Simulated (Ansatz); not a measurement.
System: CO2.

```yaml
atoms:
  - { symbol: O, position_ang: [0.7557, 0.8865, 2.1637] }
  - { symbol: C, position_ang: [0.0925, -0.0612, 2.1727] }
  - { symbol: O, position_ang: [-0.5708, -1.0088, 2.1851] }
```

Geometry: PBE0-D4/def2-TZVP.

Method: RKS PBE0-D4/def2-TZVPPD in Ansatz.

Question: Predict the electron density and electron localisation function between the atoms.

Answer: C–O (1.16 Å): ρ is about 3.7 e/Å³ halfway; the ELF peaks at about 0.85 between the atoms: a short, multiple covalent bond.

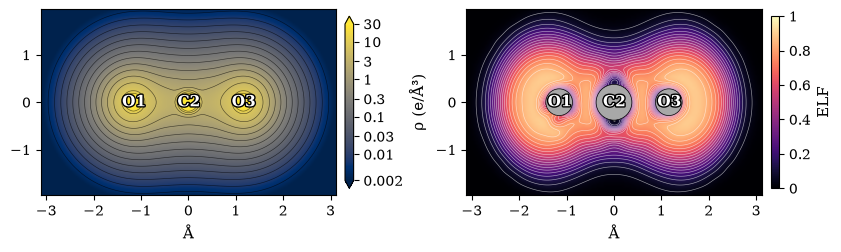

Computed electron density and electron localisation function on a plane that holds the molecular axis, in this order. Grey discs cover the atomic cores in the ELF map. 
